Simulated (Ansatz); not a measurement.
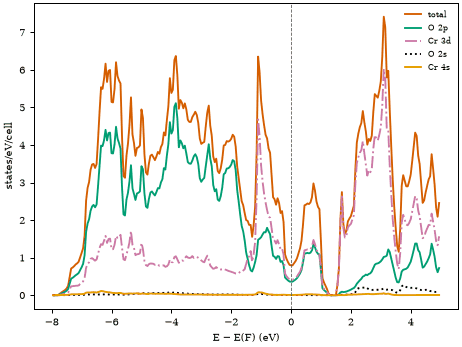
*Total and projected density of states of CrO2 (rutile, space group No. 136), the program Ansatz at the r²SCAN level (PAW)*

Which orbitals carry the states next to the Fermi level?

Within 0.5 eV of the Fermi level: Cr 3d 53 %, O 2p 44 %. Projections are on Löwdin-orthogonalised atomic valence shells; empty p or d shells of many metals are not among them.

Where is the tallest occupied peak in this window, and what makes it?

Near -3.8 eV, about 6.4 states/eV per cell; the largest projected share is O 2p.

Space group P4_2/mnm (rutile). The cell was relaxed with r²SCAN under the symmetry of its start. Magnetic state: ferromagnetic, chosen from 2 collinear starts compared on coarse meshes (ties went to the first, and starts can fall back to one state), not a proven ground state. Textbook magnetic order: ferromagnetic. Other orbital occupations within this spin state were not tried. No Hubbard U is applied. The compound may be a true metal, but semilocal functionals without U, or a wrong spin order, can also close a gap.

Potentials: the later of the program's two PAW sets.
